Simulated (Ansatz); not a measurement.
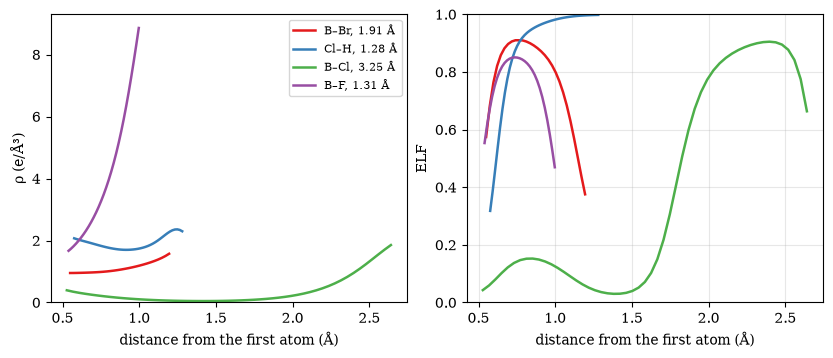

*BBrF2···HCl. Electron density and ELF along straight lines between neighbouring atoms. The curves leave out the atomic cores.*

The product side of a reaction path; geometry: PBE0-D4/def2-TZVP.

Level of theory: RKS PBE0-D4/def2-TZVPP in Ansatz.

Input

```
crystal:
  periodic: [false, false, false]
  atoms:
    - {symbol: B, position_ang: [0.267353, -0.908431, 0.562838]}
    - {symbol: Cl, position_ang: [-1.365286, 1.378107, -1.069943]}
    - {symbol: F, position_ang: [-0.071897, -1.784800, -0.346466]}
    - {symbol: F, position_ang: [-0.509249, -0.709983, 1.596015]}
    - {symbol: H, position_ang: [-0.258602, 2.013423, -1.172273]}
    - {symbol: Br, position_ang: [1.937582, 0.011583, 0.429828]}
basis:
  gaussian: {orbitals: def2-TZVPP}
hamiltonian: {xc: pbe0, dispersion: d4}
output: {orbitals: {seedname: orbitals}}
```

Command:

```sh
ansatz run in.yaml --threads 4 --pin off --events-out ev --progress --plain --max-ram 9574MiB
```

What can be read from the curves?

Answer. B–Br (1.91 Å): the density is about 1.1 e/Å³ at the midpoint; the ELF peaks at about 0.90 between the atoms; a shared but strongly polarised pair.
Cl–H (1.28 Å): the density is about 2 e/Å³ at the midpoint; the ELF climbs to about 1 towards the hydrogen, as it does in any bond to H.
B1···Cl2 (3.25 Å): the density falls to about 0.05 e/Å³ on the way; the ELF dips to about 0.05 between them (a weak contact between the two molecules).
B–F (1.31 Å): ρ at the midpoint is about 2.3 e/Å³; the ELF peaks at about 0.85 between the atoms; a shared but strongly polarised pair.
